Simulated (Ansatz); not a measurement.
# Ir: a strain scan

The task, for Ir: strain the cell along the Voigt pattern (0, 0, 0, 0, 0, 1).

Method: DFT LDA, scalar-relativistic, plane waves, PAW, in Ansatz 0.2.0.

## 1. The system as given

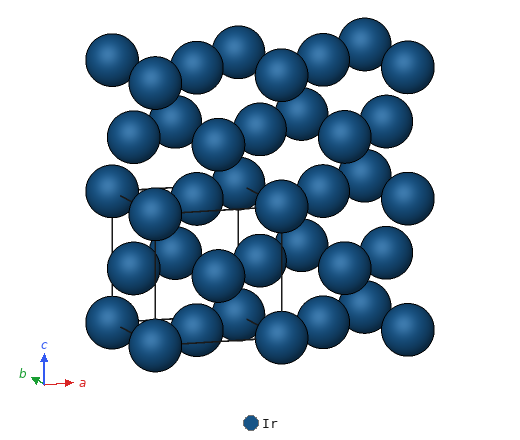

The starting structure, seen slightly off an axis (iridium blue). 2×1×2 cells are drawn. Atoms on the faces are drawn again on the opposite ones. The cell drawn here is the conventional one.

Coordinates:

```cif
data_structure
_symmetry_space_group_name_H-M 'P 1'
_symmetry_Int_Tables_number 1
_cell_length_a 2.7149
_cell_length_b 2.7149
_cell_length_c 2.7149
_cell_angle_alpha 60.000
_cell_angle_beta 60.000
_cell_angle_gamma 60.000
_cell_volume 14.15
loop_
_atom_site_label
_atom_site_type_symbol
_atom_site_fract_x
_atom_site_fract_y
_atom_site_fract_z
_atom_site_occupancy
Ir1 Ir 0.00000 0.00000 0.00000 1
```

Source of the structure: the Crystallography Open Database.

## 2. A first look at the start

The input, input.yaml:

```yaml
crystal:
  lattice:
    - [0.0, 1.9197, 1.9197]
    - [1.9197, 0.0, 1.9197]
    - [1.9197, 1.9197, 0.0]
  atoms:
    - { symbol: Ir, position: [0.0, 0.0, 0.0] }
basis:
  ecutwfc: 420
kpoints:
  mp_grid: { grid: [8, 8, 8] }
hamiltonian:
  xc: lda
scf:
  occupations: { method: gaussian, width: 0.1 }
output:
  forces: true
  stress: true
  eigenvalues: true
```

On the command line:

```bash
ansatz run input.yaml --threads 1 --pin off --max-ram 1228MiB --backend cpu --events-out ev --progress --plain --runs-dir out
```

The program printed (excerpt; [...] marks lines left out):

```text
[...]
SCF converged after 6 iterations
Free energy (F): -11663.310811 eV
[...]
E sigma→0 (E₀):  -11663.306174 eV
Entropy (-TS):   -0.009274 eV (-9.274 meV/atom)
Fermi energy:    25.511444 eV
[...]
--- Forces (eV/Å), atoms counted from 1 ---
  atom   1  Ir     0.00000000     0.00000000    -0.00000000
[...]
--- Stress (GPa, compression-positive) ---
       -7.088399       0.000000      -0.000000
       -0.000000      -7.088399      -0.000000
       -0.000000      -0.000000      -7.088399
  P = ⅓ Tr σ = -7.0884 GPa (-70.884 kbar)
--- Band table (eV; the first three rows and the last of 29) ---
  k-point 0: bands = ["-67.4759", "-23.8784", "-23.8784", "-23.8784", "14.3081", "21.5489", "21.5489", "21.5489", "24.2895", "24.2895", "39.1023", "44.5829", "44.5829"]
[...]
```

Wall time 0.62 s (1 thread of an Arm CPU, shared host); peak memory 0.27 GiB.

No relaxation comes first: the listed cell is the starting point.

## 3. The undisturbed cell

input.yaml: that of step 2 with these lines changed.

```diff
@@ -10,3 +10,3 @@
 kpoints:
-  mp_grid: { grid: [8, 8, 8] }
+  mp_grid: { grid: [22, 22, 22] }
 hamiltonian:
@@ -14,3 +14,3 @@
 scf:
-  occupations: { method: gaussian, width: 0.1 }
+  occupations: { method: gaussian, width: 0.15 }
 output:
```

On the command line:

```bash
ansatz run input.yaml --threads 1 --pin off --max-ram 1228MiB --backend cpu --events-out ev --progress --plain --runs-dir out
```

The program printed (excerpt; [...] marks lines left out):

```text
Warning: RAYON_NUM_THREADS=1 ignored (pool sized by the plan → 1); use --threads N
[...]
Pseudopotentials: kind: paw
Pseudopotential: Ir, paw, valence charge 17, recommended cutoff 420 eV (normal), Ir.paw.azcp
Functional definition: SPW92
[...]
Crystal: 1 atoms, lattice volume = 14.149 Å³
Basis set: ecut = 420 eV, 283 PW (Γ)
Bands: 13, of which v1, the nominal top of the filled ones, is band 9 counted from 1 (8 counted from 0)
Symmetry: 48 space group operations
Space group: Fm-3m (ITA 225), of the structure as read, at distance tolerance 2.4e-5 Å
k-points: 328 of 10648
[...]
SCF iter   1: F=—  HF=-11663.387342 eV  |F-HF|=—  |Δ(HF+E_count)|=         —  Δρ=5.85e-3  dr2=7.72e-4  ethr=1.77e-3  ⟨swp⟩=5.0  Hψ=20802  notcnv=0
[...]
SCF iter   6: F=-11663.387520 eV  HF=-11663.387520 eV  |F-HF|=5.57e-10  |Δ(HF+E_count)|=   1.74e-8  Δρ=3.81e-6  dr2=8.81e-10  ethr=4.19e-10  ⟨swp⟩=3.0  Hψ=15151  notcnv=0
[...]
SCF converged after 6 iterations
Free energy (F): -11663.387520 eV
[...]
E sigma→0 (E₀):  -11663.381402 eV
Entropy (-TS):   -0.012235 eV (-12.235 meV/atom)
Fermi energy:    25.431596 eV
[...]
--- Forces (eV/Å), atoms counted from 1 ---
  atom   1  Ir     0.00000000     0.00000000    -0.00000000
[...]
--- Stress (GPa, compression-positive) ---
       -8.408380       0.000000      -0.000000
        0.000000      -8.408380       0.000000
       -0.000000      -0.000000      -8.408380
  P = ⅓ Tr σ = -8.4084 GPa (-84.084 kbar)
--- Band table (eV; the first three rows and the last of 328) ---
  k-point 0: bands = ["-67.4883", "-23.8890", "-23.8890", "-23.8890", "14.3086", "21.5512", "21.5512", "21.5512", "24.2739", "24.2739", "39.1182", "44.5750", "44.5750"]
[...]
```

Wall time 3.5 s (1 thread of an Arm CPU, shared host); peak memory 0.35 GiB.

The reference gives a free energy of -11663.3875 eV, pressure -8.41 GPa, largest force 0.000 eV/Å and gap on the mesh none (metal).

## 4. Setting up a strain scan

The cell is strained by ε times the Voigt pattern (0, 0, 0, 0, 0, 1) (xx, yy, zz, yz, xz, xy; engineering shear), with fractional coordinates fixed (clamped ions). The stress on the pattern is the sum of the stress components weighted by it, tension positive.

## 5. ε = -0.0200

input.yaml: that of step 3 with these lines changed.

```diff
@@ -2,5 +2,5 @@
   lattice:
-    - [0.0, 1.9197, 1.9197]
-    - [1.9197, 0.0, 1.9197]
-    - [1.9197, 1.9197, 0.0]
+    - [-0.019197, 1.9197, 1.9197]
+    - [1.9197, -0.019197, 1.9197]
+    - [1.900503, 1.900503, 0.0]
   atoms:
```

On the command line:

```bash
ansatz run input.yaml --threads 1 --pin off --max-ram 1228MiB --backend cpu --events-out ev --progress --plain --runs-dir out
```

The program printed (excerpt; [...] marks lines left out):

```text
Warning: RAYON_NUM_THREADS=1 ignored (pool sized by the plan → 1); use --threads N
[...]
[... 3 set-up lines as earlier in the session ...]
[...]
Crystal: 1 atoms, lattice volume = 14.148 Å³
Basis set: ecut = 420 eV, 283 PW (Γ)
Bands: 13, of which v1, the nominal top of the filled ones, is band 9 counted from 1 (8 counted from 0)
Symmetry: 8 space group operations
Space group: Immm (ITA 71), of the structure as read, at distance tolerance 2.4e-5 Å
k-points: 1530 of 10648
[...]
SCF iter   1: F=—  HF=-11663.382705 eV  |F-HF|=—  |Δ(HF+E_count)|=         —  Δρ=5.84e-3  dr2=7.68e-4  ethr=1.77e-3  ⟨swp⟩=5.0  Hψ=96915  notcnv=0
[...]
SCF iter   6: F=-11663.382884 eV  HF=-11663.382884 eV  |F-HF|=6.18e-10  |Δ(HF+E_count)|=   1.99e-8  Δρ=4.15e-6  dr2=9.97e-10  ethr=4.48e-10  ⟨swp⟩=3.0  Hψ=70650  notcnv=0
[...]
SCF converged after 6 iterations
Free energy (F): -11663.382884 eV
[...]
E sigma→0 (E₀):  -11663.376765 eV
Entropy (-TS):   -0.012238 eV (-12.238 meV/atom)
Fermi energy:    25.434971 eV
[...]
--- Forces (eV/Å), atoms counted from 1 ---
  atom   1  Ir     0.00000000     0.00000000     0.00000000
[...]
--- Stress (GPa, compression-positive) ---
       -8.110894       5.331783      -0.000000
        5.331783      -8.110894      -0.000000
       -0.000000      -0.000000      -8.407057
  P = ⅓ Tr σ = -8.2096 GPa (-82.096 kbar)
--- Band table (eV; the first three rows and the last of 1530) ---
  k-point 0: bands = ["-67.4851", "-23.8936", "-23.8856", "-23.8768", "14.3109", "21.3997", "21.5397", "21.7124", "24.2817", "24.2848", "39.1176", "44.2728", "44.5837"]
[...]
```

Wall time 16 s (1 thread of an Arm CPU, shared host); peak memory 0.56 GiB.

## 6. Point ε = 0.0150

input.yaml: that of step 5 with these lines changed.

```diff
@@ -2,5 +2,5 @@
   lattice:
-    - [-0.019197, 1.9197, 1.9197]
-    - [1.9197, -0.019197, 1.9197]
-    - [1.900503, 1.900503, 0.0]
+    - [0.01439775, 1.9197, 1.9197]
+    - [1.9197, 0.01439775, 1.9197]
+    - [1.93409775, 1.93409775, 0.0]
   atoms:
```

On the command line:

```bash
ansatz run input.yaml --threads 1 --pin off --max-ram 1228MiB --backend cpu --events-out ev --progress --plain --runs-dir out
```

The program printed (excerpt; [...] marks lines left out):

```text
[...]
SCF converged after 6 iterations
Free energy (F): -11663.384913 eV
[...]
E sigma→0 (E₀):  -11663.378794 eV
Entropy (-TS):   -0.012237 eV (-12.237 meV/atom)
Fermi energy:    25.433506 eV
[...]
--- Forces (eV/Å), atoms counted from 1 ---
  atom   1  Ir     0.00000000    -0.00000000    -0.00000000
[...]
--- Stress (GPa, compression-positive) ---
       -8.241185      -3.999396       0.000000
       -3.999396      -8.241185       0.000000
        0.000000       0.000000      -8.407622
  P = ⅓ Tr σ = -8.2967 GPa (-82.967 kbar)
--- Band table (eV; the first three rows and the last of 1530) ---
  k-point 0: bands = ["-67.4865", "-23.8932", "-23.8871", "-23.8806", "14.3099", "21.4366", "21.5447", "21.6712", "24.2783", "24.2800", "39.1179", "44.3468", "44.5799"]
[...]
```

Run time: 18 s. Hardware: 1 thread of an Arm CPU, shared host; peak memory 0.56 GiB.

## 7. Point ε = -0.0100

input.yaml: that of step 6 with these lines changed.

```diff
@@ -2,5 +2,5 @@
   lattice:
-    - [0.01439775, 1.9197, 1.9197]
-    - [1.9197, 0.01439775, 1.9197]
-    - [1.93409775, 1.93409775, 0.0]
+    - [-0.0095985, 1.9197, 1.9197]
+    - [1.9197, -0.0095985, 1.9197]
+    - [1.9101015, 1.9101015, 0.0]
   atoms:
```

On the command line:

```bash
ansatz run input.yaml --threads 1 --pin off --max-ram 1228MiB --backend cpu --events-out ev --progress --plain --runs-dir out
```

The program printed (excerpt; [...] marks lines left out):

```text
Warning: RAYON_NUM_THREADS=1 ignored (pool sized by the plan → 1); use --threads N
[...]
[... 3 set-up lines as earlier in the session ...]
[...]
Crystal: 1 atoms, lattice volume = 14.149 Å³
Basis set: ecut = 420 eV, 283 PW (Γ)
Bands: 13, of which v1, the nominal top of the filled ones, is band 9 counted from 1 (8 counted from 0)
[... 2 set-up lines as earlier in the session ...]
k-points: 1530 of 10648
[...]
SCF iter   1: F=—  HF=-11663.386203 eV  |F-HF|=—  |Δ(HF+E_count)|=         —  Δρ=5.85e-3  dr2=7.71e-4  ethr=1.77e-3  ⟨swp⟩=5.0  Hψ=96714  notcnv=0
[...]
SCF iter   6: F=-11663.386362 eV  HF=-11663.386362 eV  |F-HF|=5.78e-10  |Δ(HF+E_count)|=   1.89e-8  Δρ=4.05e-6  dr2=9.59e-10  ethr=4.42e-10  ⟨swp⟩=3.0  Hψ=70831  notcnv=0
[...]
SCF converged after 6 iterations
Free energy (F): -11663.386362 eV
[...]
E sigma→0 (E₀):  -11663.380244 eV
Entropy (-TS):   -0.012236 eV (-12.236 meV/atom)
Fermi energy:    25.432450 eV
[...]
--- Forces (eV/Å), atoms counted from 1 ---
  atom   1  Ir     0.00000000     0.00000000     0.00000000
[...]
--- Stress (GPa, compression-positive) ---
       -8.334294       2.666394      -0.000000
        2.666394      -8.334294      -0.000000
       -0.000000      -0.000000      -8.408151
  P = ⅓ Tr σ = -8.3589 GPa (-83.589 kbar)
--- Band table (eV; the first three rows and the last of 1530) ---
  k-point 0: bands = ["-67.4875", "-23.8923", "-23.8882", "-23.8838", "14.3092", "21.4742", "21.5483", "21.6306", "24.2758", "24.2766", "39.1181", "44.4218", "44.5772"]
[...]
```

Wall time 15 s (1 thread of an Arm CPU, shared host); peak memory 0.56 GiB.

## 8. At ε = 0.0050

input.yaml: that of step 7 with these lines changed.

```diff
@@ -2,5 +2,5 @@
   lattice:
-    - [-0.0095985, 1.9197, 1.9197]
-    - [1.9197, -0.0095985, 1.9197]
-    - [1.9101015, 1.9101015, 0.0]
+    - [0.00479925, 1.9197, 1.9197]
+    - [1.9197, 0.00479925, 1.9197]
+    - [1.92449925, 1.92449925, 0.0]
   atoms:
```

On the command line:

```bash
ansatz run input.yaml --threads 1 --pin off --max-ram 1228MiB --backend cpu --events-out ev --progress --plain --runs-dir out
```

The program printed (excerpt; [...] marks lines left out):

```text
Warning: RAYON_NUM_THREADS=1 ignored (pool sized by the plan → 1); use --threads N
[...]
[... 3 set-up lines as earlier in the session ...]
[...]
Crystal: 1 atoms, lattice volume = 14.149 Å³
Basis set: ecut = 420 eV, 283 PW (Γ)
Bands: 13, of which v1, the nominal top of the filled ones, is band 9 counted from 1 (8 counted from 0)
[... 2 set-up lines as earlier in the session ...]
k-points: 1530 of 10648
[...]
SCF iter   1: F=—  HF=-11663.387067 eV  |F-HF|=—  |Δ(HF+E_count)|=         —  Δρ=5.85e-3  dr2=7.71e-4  ethr=1.77e-3  ⟨swp⟩=5.0  Hψ=96860  notcnv=0
[...]
SCF iter   6: F=-11663.387231 eV  HF=-11663.387231 eV  |F-HF|=5.58e-10  |Δ(HF+E_count)|=   2.22e-8  Δρ=4.17e-6  dr2=9.50e-10  ethr=4.74e-10  ⟨swp⟩=2.9  Hψ=70096  notcnv=0
[...]
SCF converged after 6 iterations
Free energy (F): -11663.387231 eV
[...]
E sigma→0 (E₀):  -11663.381113 eV
Entropy (-TS):   -0.012235 eV (-12.235 meV/atom)
Fermi energy:    25.431809 eV
[...]
--- Forces (eV/Å), atoms counted from 1 ---
  atom   1  Ir     0.00000000     0.00000000    -0.00000000
[...]
--- Stress (GPa, compression-positive) ---
       -8.390050      -1.333202      -0.000000
       -1.333202      -8.390050      -0.000000
       -0.000000      -0.000000      -8.408501
  P = ⅓ Tr σ = -8.3962 GPa (-83.962 kbar)
--- Band table (eV; the first three rows and the last of 1530) ---
  k-point 0: bands = ["-67.4881", "-23.8909", "-23.8888", "-23.8867", "14.3087", "21.5124", "21.5505", "21.5906", "24.2744", "24.2746", "39.1182", "44.4979", "44.5756"]
[...]
```

Wall time 17 s (1 thread of an Arm CPU, shared host); peak memory 0.56 GiB.

## 9. At ε = 0.0175

input.yaml: that of step 8 with these lines changed.

```diff
@@ -2,5 +2,5 @@
   lattice:
-    - [0.00479925, 1.9197, 1.9197]
-    - [1.9197, 0.00479925, 1.9197]
-    - [1.92449925, 1.92449925, 0.0]
+    - [0.016797375, 1.9197, 1.9197]
+    - [1.9197, 0.016797375, 1.9197]
+    - [1.936497375, 1.936497375, 0.0]
   atoms:
```

On the command line:

```bash
ansatz run input.yaml --threads 1 --pin off --max-ram 1228MiB --backend cpu --events-out ev --progress --plain --runs-dir out
```

The program printed (excerpt; [...] marks lines left out):

```text
[...]
SCF converged after 6 iterations
Free energy (F): -11663.383970 eV
[...]
E sigma→0 (E₀):  -11663.377852 eV
Entropy (-TS):   -0.012238 eV (-12.238 meV/atom)
Fermi energy:    25.434188 eV
[...]
--- Forces (eV/Å), atoms counted from 1 ---
  atom   1  Ir    -0.00000000     0.00000000    -0.00000000
[...]
--- Stress (GPa, compression-positive) ---
       -8.180559      -4.665658       0.000000
       -4.665658      -8.180559      -0.000000
        0.000000      -0.000000      -8.407291
  P = ⅓ Tr σ = -8.2561 GPa (-82.561 kbar)
--- Band table (eV; the first three rows and the last of 1530) ---
  k-point 0: bands = ["-67.4858", "-23.8935", "-23.8864", "-23.8787", "14.3104", "21.4181", "21.5424", "21.6917", "24.2799", "24.2822", "39.1178", "44.3096", "44.5817"]
[...]
```

Run time: 17 s. Hardware: 1 thread of an Arm CPU, shared host; peak memory 0.56 GiB.

## 10. ε = 0.0125

input.yaml: that of step 9 with these lines changed.

```diff
@@ -2,5 +2,5 @@
   lattice:
-    - [0.016797375, 1.9197, 1.9197]
-    - [1.9197, 0.016797375, 1.9197]
-    - [1.936497375, 1.936497375, 0.0]
+    - [0.011998125, 1.9197, 1.9197]
+    - [1.9197, 0.011998125, 1.9197]
+    - [1.931698125, 1.931698125, 0.0]
   atoms:
```

On the command line:

```bash
ansatz run input.yaml --threads 1 --pin off --max-ram 1228MiB --backend cpu --events-out ev --progress --plain --runs-dir out
```

The program printed (excerpt; [...] marks lines left out):

```text
Warning: RAYON_NUM_THREADS=1 ignored (pool sized by the plan → 1); use --threads N
[...]
[... 3 set-up lines as earlier in the session ...]
[...]
Crystal: 1 atoms, lattice volume = 14.149 Å³
Basis set: ecut = 420 eV, 283 PW (Γ)
Bands: 13, of which v1, the nominal top of the filled ones, is band 9 counted from 1 (8 counted from 0)
[... 2 set-up lines as earlier in the session ...]
k-points: 1530 of 10648
[...]
SCF iter   1: F=—  HF=-11663.385563 eV  |F-HF|=—  |Δ(HF+E_count)|=         —  Δρ=5.85e-3  dr2=7.71e-4  ethr=1.77e-3  ⟨swp⟩=5.0  Hψ=96786  notcnv=0
[...]
SCF iter   6: F=-11663.385710 eV  HF=-11663.385710 eV  |F-HF|=4.91e-10  |Δ(HF+E_count)|=   1.66e-8  Δρ=3.60e-6  dr2=7.82e-10  ethr=4.08e-10  ⟨swp⟩=3.0  Hψ=69780  notcnv=0
[...]
SCF converged after 6 iterations
Free energy (F): -11663.385710 eV
[...]
E sigma→0 (E₀):  -11663.379591 eV
Entropy (-TS):   -0.012236 eV (-12.236 meV/atom)
Fermi energy:    25.432925 eV
[...]
--- Forces (eV/Å), atoms counted from 1 ---
  atom   1  Ir    -0.00000000     0.00000000    -0.00000000
[...]
--- Stress (GPa, compression-positive) ---
       -8.292418      -3.332869       0.000000
       -3.332869      -8.292418      -0.000000
        0.000000      -0.000000      -8.407899
  P = ⅓ Tr σ = -8.3309 GPa (-83.309 kbar)
--- Band table (eV; the first three rows and the last of 1530) ---
  k-point 0: bands = ["-67.4870", "-23.8928", "-23.8877", "-23.8823", "14.3095", "21.4553", "21.5467", "21.6508", "24.2769", "24.2782", "39.1180", "44.3841", "44.5784"]
[...]
```

It took 18 s on 1 thread of an Arm CPU, shared host; peak memory 0.56 GiB.

## 11. All points together

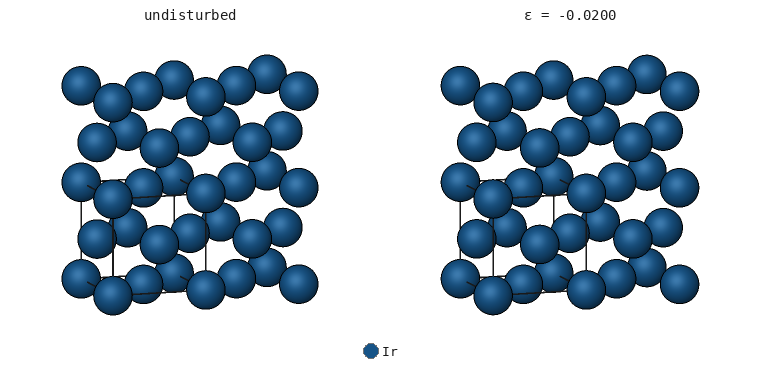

The undisturbed cell and the costliest point of the scan, at one scale, with neighbouring cells.

All points in order; energies are free energies above the reference cell:

| ε | ΔE (meV/atom) | stress on the pattern (GPa) | pressure (GPa) |
| --- | --- | --- | --- |
| -0.0200 | 4.6 | -5.33 | -8.2 |
| -0.0100 | 1.2 | -2.67 | -8.4 |
| 0.0000 | 0.0 | 0.00 | -8.4 |
| 0.0050 | 0.3 | 1.33 | -8.4 |
| 0.0125 | 1.8 | 3.33 | -8.3 |
| 0.0150 | 2.6 | 4.00 | -8.3 |
| 0.0175 | 3.5 | 4.67 | -8.3 |

Not run, since symmetry makes them alike: 0.0200 repeats -0.0200, -0.0150 repeats 0.0150, 0.0100 repeats -0.0100, -0.0050 repeats 0.0050. Energy, pressure and gap are the same there.

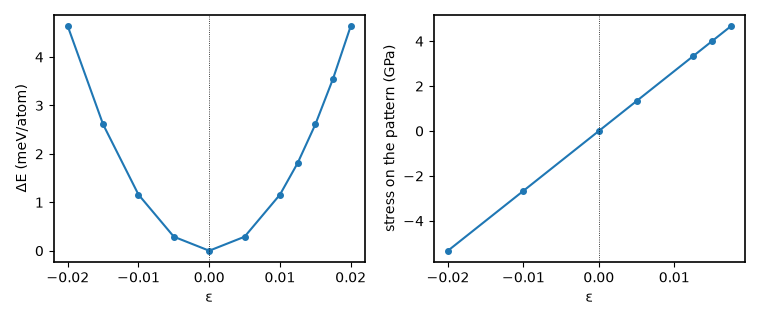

ΔE and stress on the pattern along the scan; points alike by symmetry are filled in.

## 12. Summary of results

```
                                                              quantity    value
slope of the stress at ε = 0, from the points at -0.0100, 0 and 0.0050  267 GPa
```

The slope of the stress at zero strain, 267 GPa, estimates C66 with clamped ions in this Cartesian frame. The reference stands under -8.4 GPa, so this is no zero-stress constant. The undisturbed cell stays the lowest of the sampled points. The runs treat Ir without spin-orbit coupling.
